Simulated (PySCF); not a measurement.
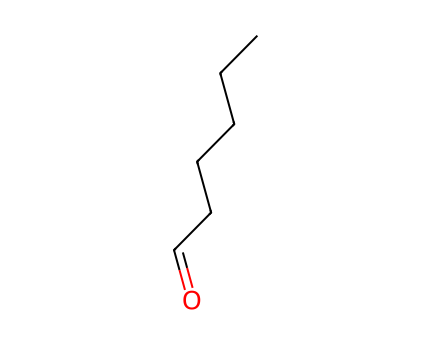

> Give its SMILES.

CCCCCC=O

> What is the molecular formula?

C6H12O.

The parts below concern this one geometry. Atoms keep their numbers from picture to picture. The geometry was computed by an optimisation with PBE0-D3(BJ)/def2-SVP. No frequency run is at hand to confirm it as a minimum.

Shape

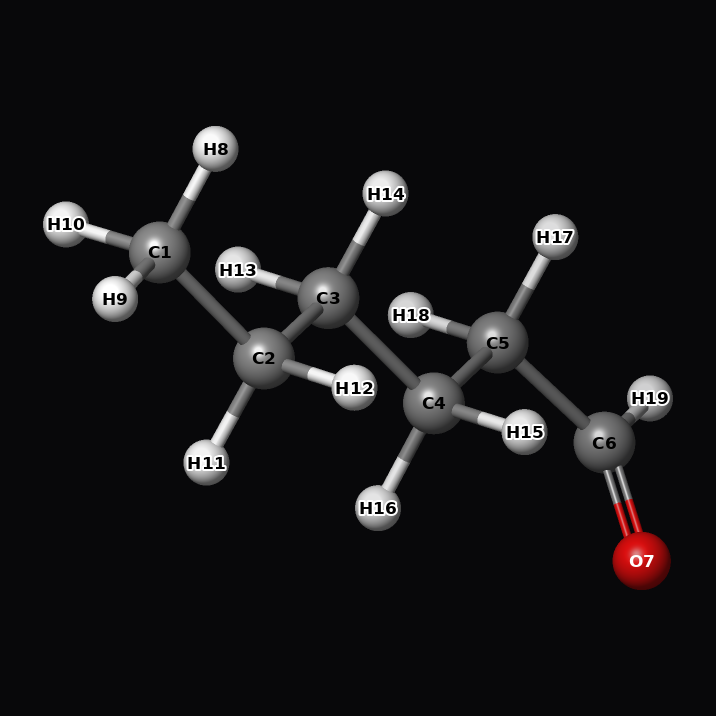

Atoms carry their numbers in the input. No frequency run is at hand to confirm it as a minimum.

Give the bond lengths. Leave out bonds to hydrogen.

```
 bond  length (Å)   order
C1–C2       1.520  single
C2–C3       1.523  single
C3–C4       1.521  single
C4–C5       1.517  single
C5–C6       1.501  single
C6–O7       1.202  double
```

Dipole moment

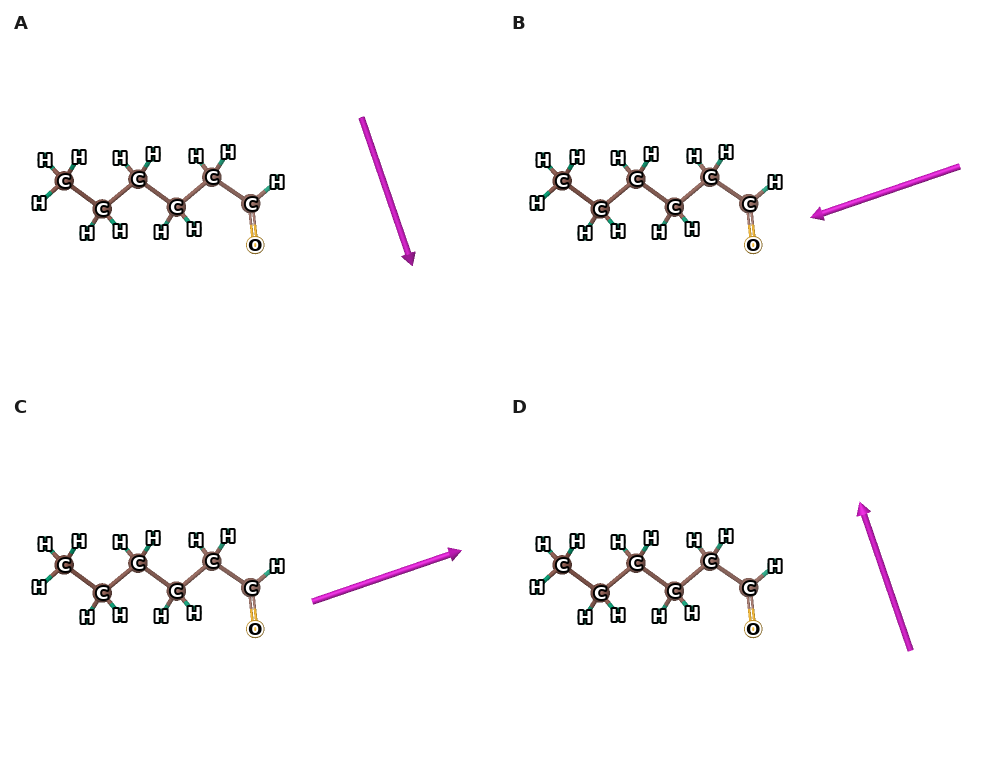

The same molecule four times, each with an arrow. No frequency run is at hand to confirm it as a minimum. Level of theory: PBE0/def2-SVPD in benzene (IEF-PCM) (PySCF 2.14.0).

> Which arrow points along the dipole moment, from the negative to the positive end?

D. The dipole moment is 3.11 D.

Excitation

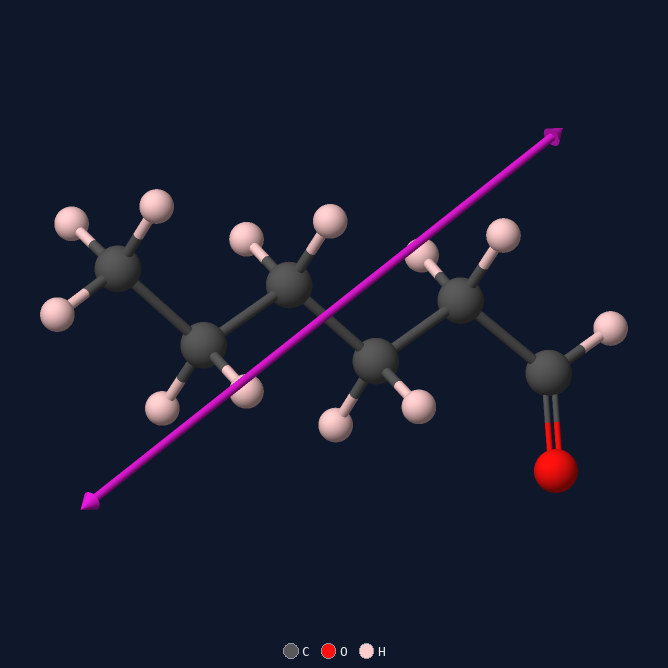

The double arrow shows the direction of the transition dipole to excited singlet state 4 (its length means nothing). No frequency run is at hand to confirm it as a minimum. Method: TDDFT PBE0/def2-SVPD, vertical, gas phase, core orbitals frozen in the response (PySCF 2.14.0).

> Where does the transition lie, and how strong is it?

7.58 eV (164 nm), oscillator strength 0.043, mainly HOMO → LUMO+2 (weight 0.67); transition dipole 1.22 D.

NMR shielding

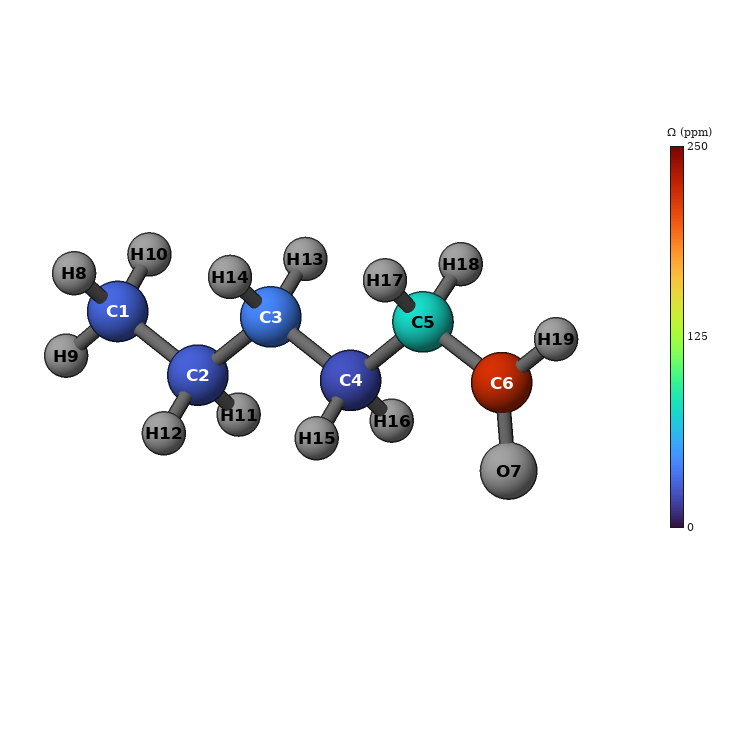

The C atoms are coloured by the span of their shielding tensor. No frequency run is at hand to confirm it as a minimum. Properties computed with GIAO PBE0/pcSseg-1 NMR shielding, non-relativistic, IEF-PCM methanol (PySCF 2.14.0). Principal shieldings σ11 ≤ σ22 ≤ σ33, span Ω = σ33 − σ11, skew κ = 3(σiso − σ22)/Ω.

> Which C atom has the most anisotropic shielding?

C6, with a span of 220 ppm.

Give the shielding tensors of the C atoms.

| atom | σ11 | σ22 | σ33 | σiso | Ω | κ |
| --- | --- | --- | --- | --- | --- | --- |
| C1 | 156.8 | 162.0 | 186.8 | 168.5 | 30.0 | 0.65 |
| C2 | 145.3 | 156.2 | 172.2 | 157.9 | 27.0 | 0.19 |
| C3 | 131.6 | 146.4 | 172.8 | 150.3 | 41.2 | 0.28 |
| C4 | 151.6 | 155.8 | 173.7 | 160.3 | 22.1 | 0.62 |
| C5 | 101.3 | 125.7 | 177.4 | 134.8 | 76.2 | 0.36 |
| C6 | −125.0 | −53.6 | 94.6 | −28.0 | 219.6 | 0.35 |

Shieldings and span in ppm.

Quadrupole coupling

No frequency run is at hand to confirm it as a minimum. Electric field gradients from the ground-state density, PBE0/pcSseg-1 in benzene (IEF-PCM) (PySCF 2.14.0), non-relativistic apart from any core potentials.

Give the largest field-gradient component, the quadrupole coupling constant and the asymmetry for 17O at O7 (Q = −25.6 mb), 2H at H8 (Q = 2.86 mb), 2H at H9 (Q = 2.86 mb).

| atom | V_zz (a.u.) | e²qQ/h (MHz) | η |
| --- | --- | --- | --- |
| O7 | −2.009 | 12.08 | 0.54 |
| H8 | 0.290 | 0.195 | 0.02 |
| H9 | 0.293 | 0.197 | 0.02 |
